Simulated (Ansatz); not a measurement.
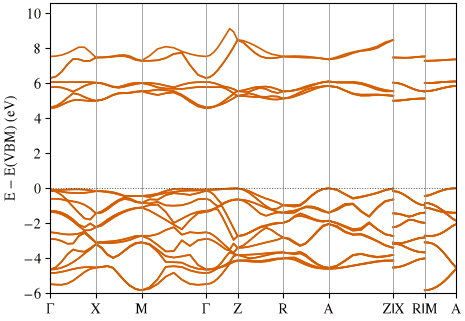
Fig. 1. Band structure from PBEsol with spin–orbit coupling in the plane-wave PAW code Ansatz

Problem. Read off the gap and where the band edges lie.

Solution. About 4.6 eV (4.57 eV by a search for the band edges); maximum at A, minimum at Γ.

The material is HfO2 in space group P4_2/nmc (No. 137; Hf on 2a, O on 4d).

This is a known high-temperature phase of the composition, computed here at zero pressure and temperature. The cell was relaxed with PBEsol under the symmetry of its start; whether a distortion lowers the energy is not shown. The run is not spin-polarised.

Potentials: the later of the program's two PAW sets.
